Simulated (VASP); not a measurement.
## PtSe2 (Sudovikovite) with LDA: from relaxation to properties

How well does LDA reproduce what experiment finds for PtSe2 (Sudovikovite)? The cell is relaxed first, and properties follow on it. The steps: full relaxation (LDA), second relaxation, single point with fields (LDA), bands along the symmetry lines (LDA), density of states (LDA), zone-centre phonons (LDA) and band structure (LDA + SOC). The start is a cell from a database of measured crystal structures.

Method: LDA; plane waves and PAW (Pt, Se), in the first sound run; inputs show where later runs differ, in VASP 6.6.1.

Experimental background.

“Metal-to-insulator transition in Pt-doped TiSe2 driven by emergent network of narrow transport channels” (2019, arxiv:1912.08246) quotes from earlier work for PtSe2, 1T (literature value): lattice constant a (a of the 1T cell) 3.7278 Å [literature experimental value used as calculation input; measurement temperature not …]; lattice constant c (c of the 1T cell) 5.0813 Å [literature experimental value used as calculation input; measurement temperature not …].

“Experimental evidence of type-II Dirac fermions in PtSe2” (2017, arxiv:1703.04242) reports for PtSe2, CdI2-type (1T), by Raman spectroscopy (single crystal grown by chemical vapour transport, 300 K): Raman mode (Eg, in-plane Se vibration) about 175 cm⁻¹; Raman mode (A1g, out-of-plane Se vibration) 205 cm⁻¹.

Most raw output is cut from this account.

The database entry behind the starting cell has ideal inner coordinates that were not refined, so it need not match the best structure at ambient conditions.

### 1. The starting structure

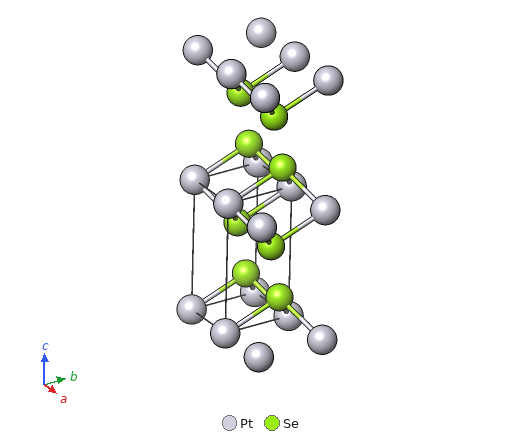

The starting structure, seen slightly off an axis (platinum light grey, selenium green). 2×1×2 cells are drawn. Bonds to atoms that aren't drawn are left out. Some periodic images of atoms are drawn too.

### 2. Full relaxation (LDA)

The start need not lie at this functional's minimum. ISIF = 3 frees volume, shape and positions, and EDIFFG sets the threshold on forces and stress at which the search stops. LDA, the lowest rung, knows the local density alone.

INCAR reads:

```
SYSTEM = PtSe2
PREC = Accurate
ENCUT = 400
EDIFF = 1E-06
NELM = 100
ISMEAR = 0
SIGMA = 0.05
LREAL = .FALSE.
ALGO = Normal
GGA = CA
NBANDS = 17
LASPH = .TRUE.
LORBIT = 11
LWAVE = .FALSE.
LCHARG = .FALSE.
KPAR = 2
IBRION = 2
NSW = 60
ISIF = 3
EDIFFG = -0.01
```

POSCAR reads:

```
PtSe2
1.0
    3.7240000000      0.0000000000      0.0000000000
   -1.8620000000      3.2250786037      0.0000000000
    0.0000000000      0.0000000000      5.0620000000
Pt Se
1 2
Direct
    0.0000000000      0.0000000000      0.0000000000
    0.3333333333      0.6666666667      0.2500000000
    0.6666666667      0.3333333333      0.7500000000
```

KPOINTS reads:

```
Automatic mesh
0
Gamma
7 7 5
0 0 0
```

PAW data sets: Pt and Se (LDA family, release 64).

Command:

```console
$ mpirun -np 2 vasp_std
```

It took 43 s on 2 MPI ranks of AMD EPYC 9R45, shared host; peak memory 0.26 GiB; 85 s of CPU time.

The k-mesh is coarse for a metal. The bonds form layers, held to each other by dispersion, which LDA lacks; its overbinding stands in for it by accident. The run keeps the 12 symmetry operations of its start, so it cannot find a distortion of lower symmetry.

The steps of the relaxation (22 of 23):

| step | energy less that of the first step (eV) | largest force (eV/Å) | pressure (GPa) | volume (Å³) |
| --- | --- | --- | --- | --- |
| 1 | 0.0000 | 0.2735 | -0.09 | 60.80 |
| 2 | -0.0079 | 0.1481 | -0.96 | 60.69 |
| 3 | -0.0142 | 0.0967 | -2.51 | 60.48 |
| 4 | -0.0164 | 0.0980 | -2.40 | 60.32 |
| 5 | -0.0224 | 0.1027 | -2.00 | 59.82 |
| 6 | -0.0302 | 0.1203 | -1.15 | 58.82 |
| 7 | -0.0253 | 0.1951 | 0.95 | 56.84 |
| 8 | -0.0321 | 0.1292 | -0.51 | 58.21 |
| 9 | -0.0321 | 0.1314 | -0.44 | 58.15 |
| 10 | -0.0327 | 0.0975 | -0.28 | 58.13 |
| 11 | -0.0334 | 0.0043 | 0.24 | 58.10 |
| 13 | -0.0338 | 0.0037 | -0.16 | 58.29 |
| 14 | -0.0339 | 0.0159 | -0.05 | 58.24 |
| 15 | -0.0339 | 0.0318 | 0.07 | 58.19 |
| 16 | -0.0340 | 0.0244 | -0.03 | 58.19 |
| 17 | -0.0341 | 0.0127 | -0.17 | 58.20 |
| 18 | -0.0341 | 0.0134 | -0.12 | 58.16 |
| 19 | -0.0341 | 0.0149 | -0.04 | 58.08 |
| 20 | -0.0341 | 0.0153 | -0.03 | 58.06 |
| 21 | -0.0341 | 0.0156 | -0.03 | 58.05 |
| 22 | -0.0342 | 0.0134 | -0.01 | 58.04 |
| 23 | -0.0342 | 0.0071 | 0.04 | 58.01 |

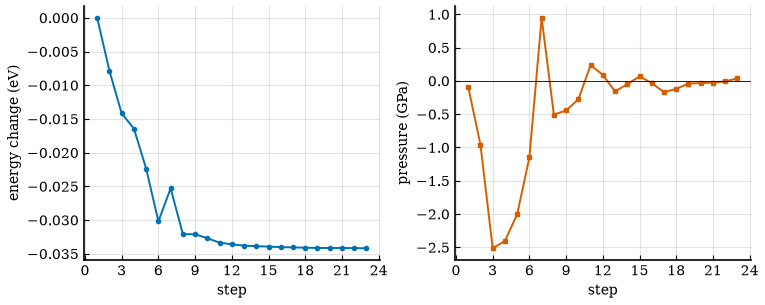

Energy and pressure along the relaxation.

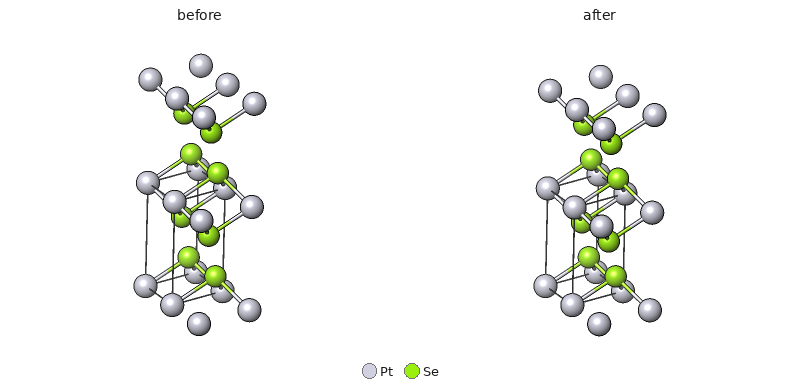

Before and after, at one scale. Bonds to atoms that aren't drawn are left out.

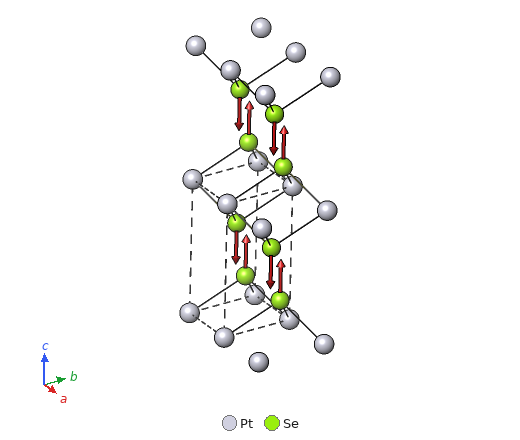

Displacements in the relaxation, exaggerated, measured against the changing cell; the longest in the cell stands for 0.07 Å. Bonds to atoms that aren't drawn are left out. 2×1×2 cells are drawn. Some periodic images of atoms are drawn too.

| conventional cell, symmetrised | before | after | change |
| --- | --- | --- | --- |
| a (Å) | 3.724 | 3.740 | +0.4 % |
| b (Å) | 3.724 | 3.740 | +0.4 % |
| c (Å) | 5.062 | 4.788 | -5.4 % |
| volume (Å³/atom) | 20.27 | 19.34 | -4.6 % |

The atoms that moved most (Å, as changes of fractional coordinates times the final cell):

| atom | dx | dy | dz | length |
| --- | --- | --- | --- | --- |
| Se2 | 0.000 | 0.000 | 0.069 | 0.069 |
| Se3 | 0.000 | 0.000 | -0.069 | 0.069 |

The relaxed structure:

```
Pt Se
1.0
     3.74033    0.00000    0.00000
    -1.87017    3.23922    0.00000
     0.00000    0.00000    4.78812
Pt Se
1 2
Direct
  0.00000 0.00000 0.00000
  0.33333 0.66667 0.26445
  0.66667 0.33333 0.73555
```

This step gave:

```yaml
electrons: 22
bands: 17
irreducible_k_points: 32
symmetry_operations: 12
free_energy_toten: -17.09 eV
energy_at_zero_smearing: -17.09 eV
fermi_energy: 7.081 eV
pressure: 0.03858 GPa
metallic: yes
scf_cycles_over_all_ionic_steps: 134
```

It ends with a largest force of 0.007 eV/Å and a pressure of 0.04 GPa. The volume lies -4.6 % from that of the database's start, which holds the thermal and zero-point expansion of its experiment. LDA is known to overbind.

### 3. Second relaxation

The basis stayed that of the start cell while the cell moved. A rerun from the cell reached resets it; the error of the finite cutoff stays.

INCAR is that of step 2.

POSCAR reads:

```
PtSe2
1.0
    3.7403324055      0.0000000000      0.0000000000
   -1.8701662028      3.2392228818      0.0000000000
    0.0000000000      0.0000000000      4.7881194269
Pt Se
1 2
Direct
    0.0000000000      0.0000000000      0.0000000000
    0.3333333333      0.6666666667      0.2644490384
    0.6666666667      0.3333333333      0.7355509616
```

KPOINTS is that of step 2.

Command:

```console
$ mpirun -np 2 vasp_std
```

Run time: 3.6 s. Hardware: 2 MPI ranks; peak memory 0.23 GiB.

Little changed from the start: no atom moved by 0.005 Å and no cell edge by 0.1 %.

Numbers from this step:

```
pressure                        : 0.01843 GPa
SCF cycles over all ionic steps : 13
```

It ends with a largest force of 0.007 eV/Å and a pressure of 0.02 GPa. The volume moved by under 0.01 %: the run met its threshold at the first step.

### 4. Single point with fields (LDA)

The relaxed cell gets a fresh self-consistent run, on a basis set for its own volume, to fix the density and to check the remaining stress.

Edit INCAR of step 3 so:

```diff
@@ -14,7 +14,5 @@
 LWAVE = .FALSE.
-LCHARG = .FALSE.
-KPAR = 2
-IBRION = 2
-NSW = 60
-ISIF = 3
-EDIFFG = -0.01
+LCHARG = .TRUE.
+ISIF = 2
+LELF = .TRUE.
+LVHAR = .TRUE.
```

POSCAR is that of step 3.

KPOINTS is that of step 3.

Command:

```console
$ mpirun -np 2 vasp_std
```

Wall time 4.2 s (2 MPI ranks); peak memory 0.21 GiB; 7.6 s of CPU time.

Numbers from this step:

* SCF cycles: 13
* bands: 18
* pressure: 0.01916 GPa

Valence electrons inside each PAW sphere by angular momentum. Sphere charges, by row:

| atom | s (e) | p (e) | d (e) | tot (e) |
| --- | --- | --- | --- | --- |
| Pt1 | 0.688 | 0.698 | 8.063 | 9.449 |
| Se2 | 1.492 | 2.225 | 0.075 | 3.793 |
| Se3 | 1.492 | 2.225 | 0.075 | 3.793 |

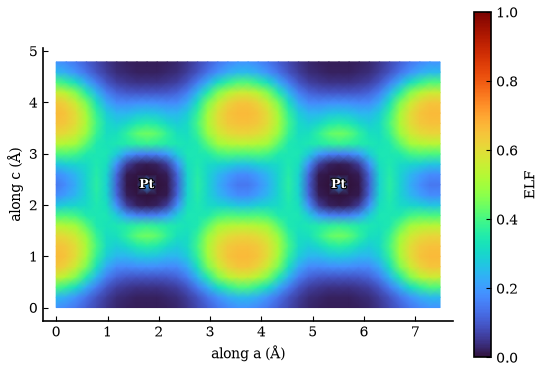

ELF in the ac plane at fractional y = 0.000, with atoms of Pt within 0.2 Å of it. It is the smooth field of the valence electrons, not physical close to the nuclei. The map starts off the cell's origin, so that atoms lie inside it.

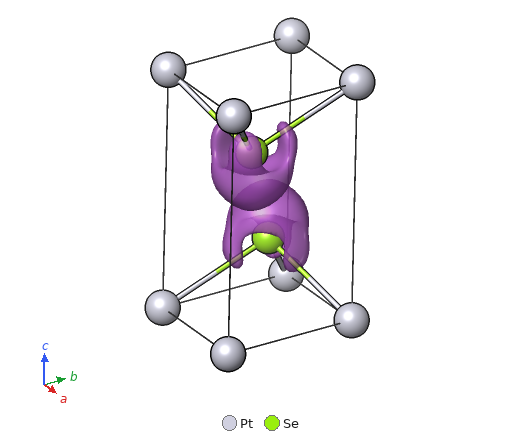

Surface of ELF = 0.84. Bonds to atoms that aren't drawn are left out.

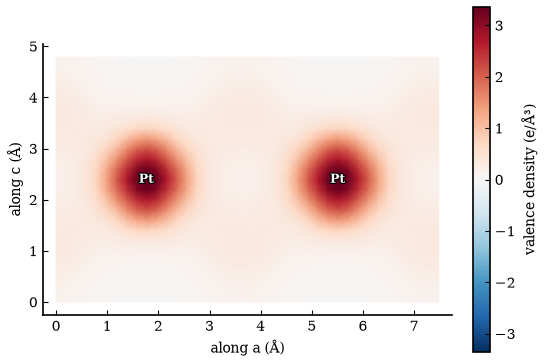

Valence density in the ac plane at fractional y = 0.000, with atoms of Pt within 0.2 Å of it. It is the smooth field of the valence electrons, not physical close to the nuclei. The map starts off the cell's origin, so that atoms lie inside it.

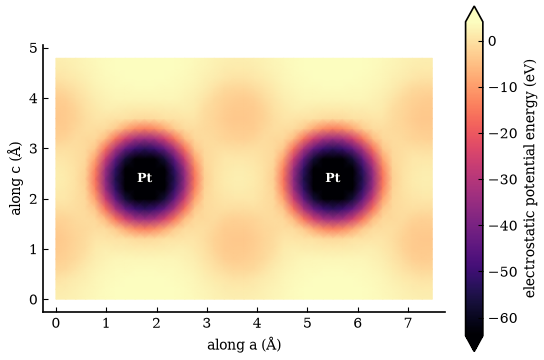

Electrostatic potential energy in the ac plane at fractional y = 0.000, with atoms of Pt within 0.2 Å of it. With pseudopotentials it is smooth inside the atoms' cores, unlike the true potential. The map starts off the cell's origin, so that atoms lie inside it.

In this run the pressure is 0.02 GPa, small enough to go on.

### 5. Bands along the symmetry lines (LDA)

Levels along the symmetry lines show where the bands peak and cross; KPOINTS_OPT computes them in the converged potential.

INCAR reads:

```
SYSTEM = PtSe2
PREC = Accurate
ENCUT = 400
EDIFF = 1E-06
NELM = 100
ISMEAR = 0
SIGMA = 0.05
LREAL = .FALSE.
ALGO = Normal
GGA = CA
NBANDS = 24
LASPH = .TRUE.
LORBIT = 11
LWAVE = .FALSE.
LCHARG = .FALSE.
KPAR = 2
```

POSCAR is that of step 4.

KPOINTS is that of step 4.

KPOINTS_OPT reads:

```
Line mode
16
Line-mode
Reciprocal
  0.00000000   0.00000000   0.00000000 GAMMA
  0.50000000   0.00000000   0.00000000 M

  0.50000000   0.00000000   0.00000000 M
  0.33333333   0.33333333   0.00000000 K

  0.33333333   0.33333333   0.00000000 K
  0.00000000   0.00000000   0.00000000 GAMMA

  0.00000000   0.00000000   0.00000000 GAMMA
  0.00000000   0.00000000   0.50000000 A

  0.00000000   0.00000000   0.50000000 A
  0.50000000   0.00000000   0.50000000 L

  0.50000000   0.00000000   0.50000000 L
  0.33333333   0.33333333   0.50000000 H

  0.33333333   0.33333333   0.50000000 H
  0.00000000   0.00000000   0.50000000 A

  0.50000000   0.00000000   0.50000000 L
  0.50000000   0.00000000   0.00000000 M

  0.33333333   0.33333333   0.00000000 K
  0.33333333   0.33333333   0.50000000 H
```

Command:

```console
$ mpirun -np 2 vasp_std
```

Wall time 14 s (2 MPI ranks); peak memory 0.28 GiB; 28 s of CPU time.

Spin-orbit coupling is off here; with elements this heavy it splits and shifts levels by tenths of an eV or more.

This step gave:

- SCF cycles: 12
- bands: 24
- pressure: 0.01377 GPa

Electronic bands along the path, in eV, zero at the Fermi level; # counts the bands kept:

| point | #6 | #7 | #8 | #9 | #10 | #11 | #12 | #13 |
| --- | --- | --- | --- | --- | --- | --- | --- | --- |
| Γ | -2.55 | -1.07 | -1.07 | 0.77 | 1.07 | 1.07 | 3.14 | 4.11 |
| M | -3.86 | -3.47 | -3.40 | -3.02 | 0.46 | 2.54 | 5.01 | 6.01 |
| K | -3.77 | -2.37 | -1.78 | -1.78 | -0.09 | -0.09 | 3.85 | 7.46 |
| Γ | -2.55 | -1.07 | -1.07 | 0.77 | 1.07 | 1.07 | 3.14 | 4.11 |
| A | -3.06 | -1.79 | -1.79 | -1.72 | 2.36 | 2.36 | 4.87 | 6.51 |
| L | -3.50 | -3.20 | -2.73 | -1.17 | 0.59 | 1.46 | 4.71 | 4.95 |
| H | -4.47 | -3.60 | -2.58 | -2.58 | 2.34 | 2.34 | 6.67 | 7.46 |
| A | -3.06 | -1.79 | -1.79 | -1.72 | 2.36 | 2.36 | 4.87 | 6.51 |
| jump to L | -3.50 | -3.20 | -2.73 | -1.17 | 0.59 | 1.46 | 4.71 | 4.95 |
| M | -3.86 | -3.47 | -3.40 | -3.02 | 0.46 | 2.54 | 5.01 | 6.01 |
| jump to K | -3.77 | -2.37 | -1.78 | -1.78 | -0.09 | -0.09 | 3.85 | 7.46 |
| H | -4.47 | -3.60 | -2.58 | -2.58 | 2.34 | 2.34 | 6.67 | 7.46 |

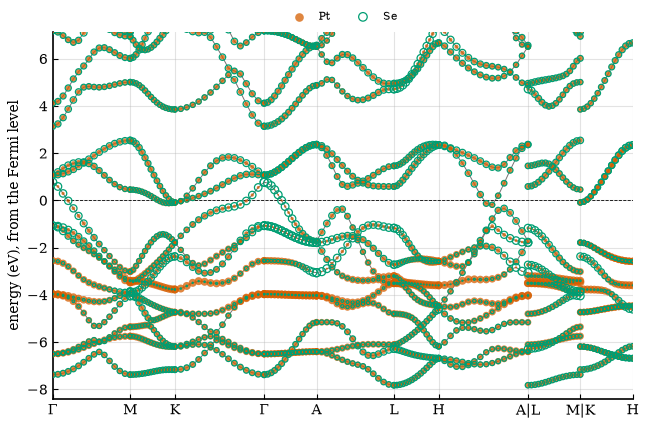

Electronic bands along the path; dots are coloured as in the legend, and their area grows with the weight.

There is no gap at this level.

### 6. Density of states (LDA)

A density of states needs more k-points than a total energy; ISMEAR = -5 takes tetrahedra, and LORBIT projects the states on the PAW spheres. The mesh is finer than in the run before.

Edit INCAR of step 5 so:

```diff
@@ -5,3 +5,3 @@
 NELM = 100
-ISMEAR = 0
+ISMEAR = -5
 SIGMA = 0.05
@@ -16 +16,2 @@
 KPAR = 2
+NEDOS = 2001
```

POSCAR is that of step 5.

KPOINTS reads:

```
Automatic mesh
0
Gamma
10 10 7
0 0 0
```

Command:

```console
$ mpirun -np 2 vasp_std
```

Elapsed: 12 s, on 2 MPI ranks; peak memory 0.31 GiB.

With tetrahedra the forces and stress of a metal are not exact derivatives of the energy.

This step gave:

- SCF cycles: 13
- irreducible k-points: 80
- Fermi energy: 7.104 eV
- pressure: -0.06964 GPa
- DOS at the Fermi level: 0.5893 states/eV/cell

The density of states has structure finer than the step of the table below, so its rows give means over 1 eV, whole bins alone (the curve runs from -12.0 to 7.91 eV). Peaks (eV: height): total -6.3: 4.45, -5.8: 4.58, -4.4: 4.91, -3.5: 7.02; Pt d -6.3: 2.25, -4.4: 2.94, -3.5: 5.25, 1.6: 0.698; Se p -6.3: 1.08, -5.8: 1.15, -1.5: 1.000, 1.6: 1.07; Pt p -2.7: 0.190, -1.5: 0.189, 4.8: 0.133, 5.8: 0.151; Se s -5.7: 0.117, -4.5: 0.0984, -3.4: 0.111, 5.8: 0.0771.

States under -12.0 eV and over 7.9 eV are left out. Table of density of states by energy, zero at the Fermi level; means over each step; values in states/eV/cell:

| energy (eV) | total | Pt d | Se p | Pt p | Se s | Pt s | Se d |
| --- | --- | --- | --- | --- | --- | --- | --- |
| -9 | 0 | 0 | 0 | 0 | 0 | 0 | 0 |
| -8 | 0.131 | 0.0225 | 0.0365 | 8.5e-4 | 0.00158 | 0.0207 | 6.1e-4 |
| -7 | 2.27 | 0.602 | 0.636 | 0.0429 | 0.0277 | 0.194 | 0.0112 |
| -6 | 3.47 | 1.56 | 0.854 | 0.0661 | 0.0557 | 0.111 | 0.0297 |
| -5 | 2.40 | 1.19 | 0.484 | 0.0617 | 0.0540 | 0.0654 | 0.0239 |
| -4 | 2.77 | 1.76 | 0.384 | 0.0642 | 0.0279 | 0.0497 | 0.0262 |
| -3 | 3.21 | 1.72 | 0.603 | 0.120 | 0.0432 | 0.105 | 0.0257 |
| -2 | 2.54 | 0.803 | 0.896 | 0.169 | 0.0378 | 0.0173 | 0.0188 |
| -1 | 1.04 | 0.208 | 0.454 | 0.0779 | 0.0241 | 0.00927 | 0.0108 |
| 0 | 0.829 | 0.270 | 0.273 | 0.0202 | 0.0379 | 0.00632 | 0.0133 |
| 1 | 1.94 | 0.601 | 0.715 | 0.0317 | 0.0511 | 0.0161 | 0.0381 |
| 2 | 1.42 | 0.397 | 0.642 | 0.0164 | 0.0184 | 0.00835 | 0.0205 |
| 3 | 0.00276 | 4.1e-5 | 1.5e-4 | 3.4e-4 | 1.5e-4 | 0 | 2.8e-4 |
| 4 | 0.465 | 0.0211 | 0.0648 | 0.0239 | 0.0169 | 0.0947 | 0.0477 |
| 5 | 1.81 | 0.0870 | 0.300 | 0.103 | 0.0628 | 0.330 | 0.175 |
| 6 | 1.38 | 0.0788 | 0.185 | 0.100 | 0.0517 | 0.101 | 0.143 |
| 7 | 1.25 | 0.0732 | 0.108 | 0.143 | 0.0357 | 0.0137 | 0.176 |

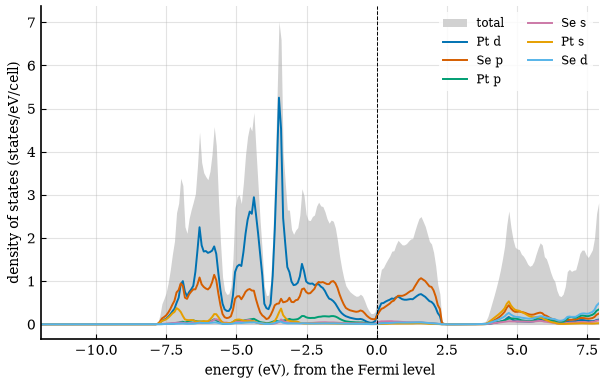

Density of states against energy.

The finer mesh and the other smearing move the Fermi level by +0.02 eV from the 7×7×5 run, a small shift, which tests the Fermi level alone. Of the states within 0.3 eV of the Fermi level, the largest shares in the PAW spheres are Pt d 33 % and Se p 32 %. The rest lies in smaller channels or between the spheres.

### 7. Zone-centre phonons (LDA)

Zone-centre modes test whether the atoms sit at a minimum within this cell. IBRION = 8 takes the force constants from linear response, which needs tightly converged orbitals.

INCAR reads:

```
SYSTEM = PtSe2
PREC = Accurate
ENCUT = 400
EDIFF = 1E-08
NELM = 100
ISMEAR = 1
SIGMA = 0.2
LREAL = .FALSE.
ALGO = Normal
GGA = CA
NBANDS = 17
LASPH = .TRUE.
LORBIT = 11
LWAVE = .FALSE.
LCHARG = .FALSE.
KPAR = 2
IBRION = 8
ISIF = 2
```

POSCAR is that of step 6.

KPOINTS reads:

```
Automatic mesh
0
Gamma
12 12 8
0 0 0
```

Command:

```console
$ mpirun -np 2 vasp_std
```

It took 3.5 min on 2 MPI ranks; peak memory 1.6 GiB.

Energies printed during the response cycles are not total energies of the cell.

This step gave:

| Quantity | Value |
| --- | --- |
| bands | 17 |
| irreducible k-points | 131 |
| pressure of the cell | -0.06512 GPa |
| largest force of the cell | 0.003107 eV/Å |
| Fermi energy | 7.031 eV |

The modes at Γ (shares of kinetic energy by element, %):

| mode | frequency (cm⁻¹) | symmetry | Pt % | Se % |
| --- | --- | --- | --- | --- |
| 1 | -0.1 | acoustic | 55 | 45 |
| 2 | -0.1 | acoustic | 55 | 45 |
| 3 | 0.0 | acoustic | 55 | 45 |
| 4 | 164.2 | Eg | 0 | 100 |
| 5 | 164.2 | Eg | 0 | 100 |
| 6 | 205.7 | A1g | 0 | 100 |
| 7 | 217.5 | Eu | 45 | 55 |
| 8 | 217.5 | Eu | 45 | 55 |
| 9 | 219.7 | A2u | 45 | 55 |

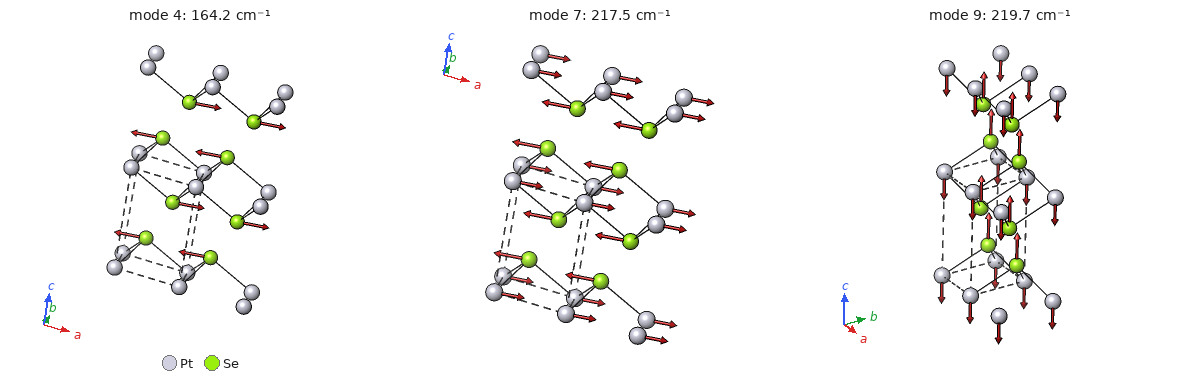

Displacement patterns of modes 4, 7 and 9 at Γ; arrows are exaggerated. Bonds to atoms that aren't drawn are left out. 2×1×2 cells are drawn. Some periodic images of atoms are drawn too.

The three acoustic modes lie within 0.1 cm⁻¹ of zero, and all others are real. By the characters of their eigenvectors the optical modes sort into (cm⁻¹) Raman active: Eg 164, A1g 206; infrared active: Eu 217, A2u 220. With a centre of inversion no mode is active in both.

(Continued in part 2 of 2.)

[Lines on the potential files, build, host, timing and source positions are cut from VASP's logs without a mark.]

[Logs are printed without paths, hosts, clocks, repeated set-up lines and the standing remarks that a program may print on its own settings, such as how far it seeks lower states.]

[Hosts, paths, dates, database ids (printed as entryN), source tags and the programs' standing remarks are cut or masked in the printed files.]

[Measured values are set beside computed ones only where the two were judged alike; some that the calculation misses by far are left out.]
